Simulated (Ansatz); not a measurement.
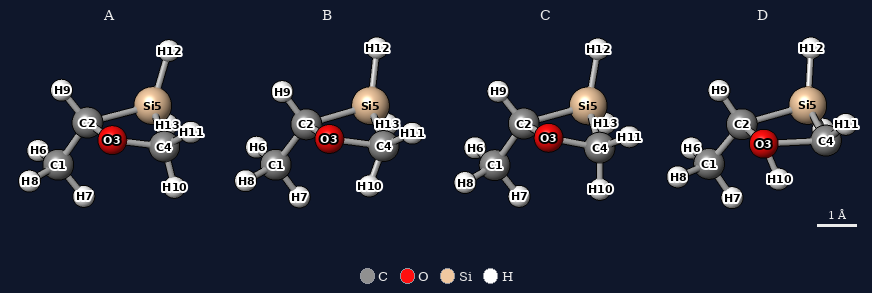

4 geometries from a converged minimum-energy path of C3H8OSi, shuffled. Style: ball-and-stick. Shown from a free direction.

All numbers below come from RKS LDA/def2-SVP in Ansatz 0.2.0. Set-up: 5 movable images; climbing image; force threshold 0.05 eV/Å; iteration limit 60; starting path through a guess of the saddle point.

Q: Which frame is the top of the path?

A: D. In order along the path, whose images run from 0 to 6: A (image 0, 0.0 kcal/mol), C (image 1, +3.6 kcal/mol), B (image 2, +25.8 kcal/mol), D (image 4, +73.1 kcal/mol). A hydrogen atom shifts from one atom to another. Breaking: C4–H10 (1.12 → 1.62 at the top → 2.07 Å). Forming: O3–H10 (2.13 → 1.03 at the top → 0.98 Å).
